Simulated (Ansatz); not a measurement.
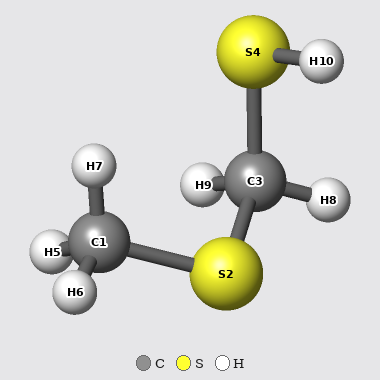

The system is C2H6S2, SMILES CSCS; the picture shows the reference structure. 
- First axis: angle C1–S2–C3 (carried through 180). Second axis: change of the bonds S2–C1, S2–C3, all alike.
- Nothing is relaxed (all other coordinates rigid).
- Grid: 9 × 9 points.
- Points are written as (first, second).
- Energies: kJ/mol, counted from the lowest grid point.
- The calculation used RKS BHLYP-D4/def2-TZVP in Ansatz 0.2.0.

Its coordinates:

```yaml
atoms:
  - { symbol: C, position_ang: [-1.1451, 0.8978, -0.6047] }
  - { symbol: S, position_ang: [-0.3600, 0.6827, 0.9948] }
  - { symbol: C, position_ang: [0.4914, -0.8752, 0.7374] }
  - { symbol: S, position_ang: [1.7954, -0.8961, -0.5171] }
  - { symbol: H, position_ang: [-1.8640, 0.1106, -0.7939] }
  - { symbol: H, position_ang: [-1.6630, 1.8469, -0.5745] }
  - { symbol: H, position_ang: [-0.4051, 0.9197, -1.3926] }
  - { symbol: H, position_ang: [0.8965, -1.1577, 1.6984] }
  - { symbol: H, position_ang: [-0.2098, -1.6421, 0.4335] }
  - { symbol: H, position_ang: [2.5469, 0.0624, 0.0216] }
```

Range: angle C1–S2–C3 (carried through 180) from 82.6 to 277.4°; change of the bonds S2–C1, S2–C3, all alike from −0.197 to 0.305 Å.

> What will the energy surface look like?

The lowest grid point is at (106.9°, −0.009 Å). There is a further well near (253.1°, −0.009 Å) (23 kJ/mol above the lowest at that grid point). The highest grid point, (180.0°, −0.197 Å), lies 476 kJ/mol above the lowest. On the interpolated surface the easiest way out of the lowest well to the well at about (255°, 0.02 Å) passes a barrier of about 330 kJ/mol. Round the minimum the valley is somewhat tilted: raising the first coordinate shifts the best value of the second coordinate downwards (coupling k₁₂/√(k₁₁k₂₂) about 0.2).

```csv
"second ↓, first →",82.6,106.9,131.3,155.6,180.0,204.4,228.7,253.1,277.4
0.305,133,125,186,292,398,310,200,136,156
0.242,100,87,151,264,371,284,168,99,128
0.179,72,53,121,240,348,263,139,67,109
0.117,53,25,97,223,332,248,118,42,101
0.054,45,6,81,215,325,242,105,26,107
−0.009,52,0,78,218,331,247,104,23,134
−0.072,80,11,91,238,354,269,119,38,186
−0.135,134,44,126,280,400,314,157,77,274
−0.197,222,107,189,351,476,386,223,148,405
```

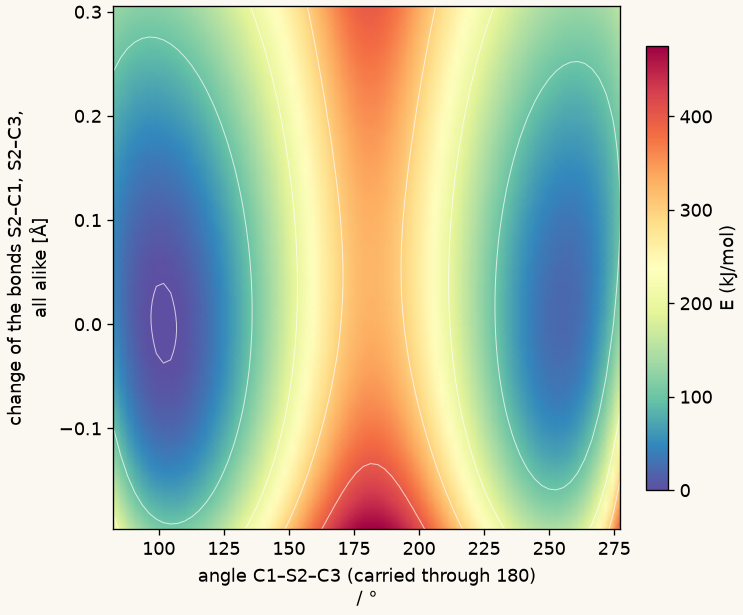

In the figure: a smooth colour map with a few white contour lines. Between grid points the surface is interpolated.

Each point was launched as `ansatz run input.yaml --threads 1 --pin off --max-ram 2560MiB --backend cpu --events-out ev --progress --plain --runs-dir out`. The whole map (81 points run) took 8.6 min on 1 thread of Intel(R) Xeon(R) Platinum 8488C (Sapphire Rapids), on a shared host.
